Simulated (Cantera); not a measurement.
A closed system holds: 1 mol Si₃N₄, 0.5 mol N₂O, 2.9 mol H₂, at 32.0 Pa.

These are equilibrium values from Cantera (NASA tables, ideal gas, pure condensed phases), not measurements of a reactor. Candidate condensed phases: H₂O, Si, SiO₂, Si₂N₂O, Si₃N₄; 35 gas species. Mutual solubility and eutectic melting of coexisting phases are not modelled. Equilibrium is a limit: real reactors are often held back by kinetics, nucleation or transport.

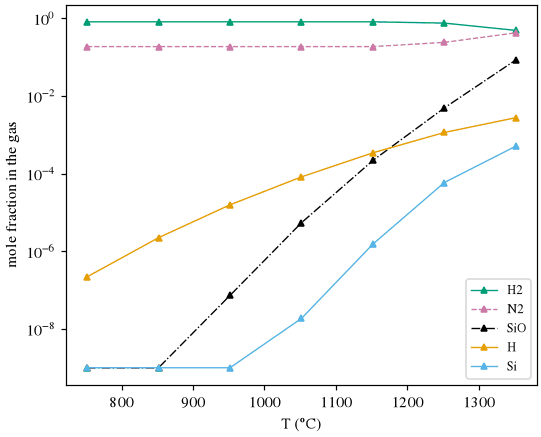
Figure: Equilibrium gas composition (values under 1e-9 drawn at 1e-9)

From 752 °C to 1152 °C the condensed part is Si₂N₂O(s) + Si₃N₄(s). At 1252 °C the condensed part is Si(s) + Si₂N₂O(s) + Si₃N₄(s). At 1352 °C the condensed part is Si(s).
